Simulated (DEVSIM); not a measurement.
Device: Schottky contact on n-type β-Ga2O3, at 300 K.

```csv
layer (left to right),material,thickness (μm),Nd (cm⁻³),τn (s),τp (s)
1,β-Ga2O3,4.00,1.3e16,1.9e-8,1.9e-7
```

Left contact: Schottky, work function 4.94 eV, emission velocity 2.5e6 cm/s. Right contact: ohmic. Voltage is applied to the left contact. Recombination: SRH at mid-gap. Mobility is μmin + (μ − μmin)/(1 + (N/Nref)^α).

Constants are typed, rounded textbook-type inputs, not results; the design itself was drawn at random and stands for no fabricated device. Values at 300 K.

```csv
parameter,β-Ga2O3
gap (eV),4.8
affinity (eV),4
permittivity,10
Nc (cm⁻³),3.7e18
Nv (cm⁻³),5e20
μn (cm²/Vs),160
μp (cm²/Vs),1
"μn,min",20
"μp,min",0.1
"Nref,n",1e18
"Nref,p",1e18
αn,0.8
αp,0.8
```

Model (solved in DEVSIM): 1D drift-diffusion, Boltzmann statistics, complete ionisation; no tunnelling, impact ionisation, image-force lowering or self-heating. Metal contacts follow the ideal Schottky-Mott rule: no Fermi-level pinning, no interface dipoles.

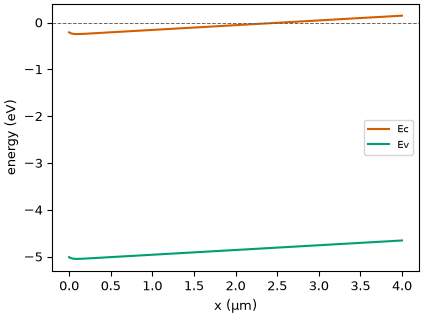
Band edges at 1.15 V on the left contact

Energies count from the Fermi level of the right contact; mesh points crowd at the junctions.

```csv
x (μm),Ec (eV),Ev (eV),n (cm⁻³),p (cm⁻³),field (V/cm)
0.000,-0.210,-5.010,8.2e14,< 1e2,-11000
0.01207,-0.222,-5.022,2.1e15,< 1e2,-8500
0.02798,-0.233,-5.033,4.2e15,< 1e2,-5700
0.05395,-0.243,-5.043,7.8e15,< 1e2,-2400
0.1027,-0.247,-5.047,1.2e16,< 1e2,210
0.1657,-0.243,-5.043,1.3e16,< 1e2,910
0.2601,-0.234,-5.034,1.3e16,< 1e2,1000
0.4370,-0.216,-5.016,1.3e16,< 1e2,1000
0.6662,-0.192,-4.992,1.3e16,< 1e2,1000
0.9682,-0.162,-4.962,1.3e16,< 1e2,1000
1.461,-0.112,-4.912,1.3e16,< 1e2,1000
2.370,-0.019,-4.819,1.3e16,< 1e2,1000
2.873,0.032,-4.768,1.3e16,< 1e2,1000
3.255,0.070,-4.729,1.3e16,< 1e2,1000
3.569,0.102,-4.698,1.3e16,< 1e2,1000
3.708,0.116,-4.684,1.3e16,< 1e2,1000
3.813,0.127,-4.673,1.3e16,< 1e2,1000
3.877,0.134,-4.666,1.3e16,< 1e2,1000
3.937,0.140,-4.660,1.3e16,< 1e2,1000
3.966,0.143,-4.657,1.3e16,< 1e2,1000
3.984,0.144,-4.656,1.3e16,< 1e2,1000
4.000,0.146,-4.654,1.3e16,< 1e2,1000
```
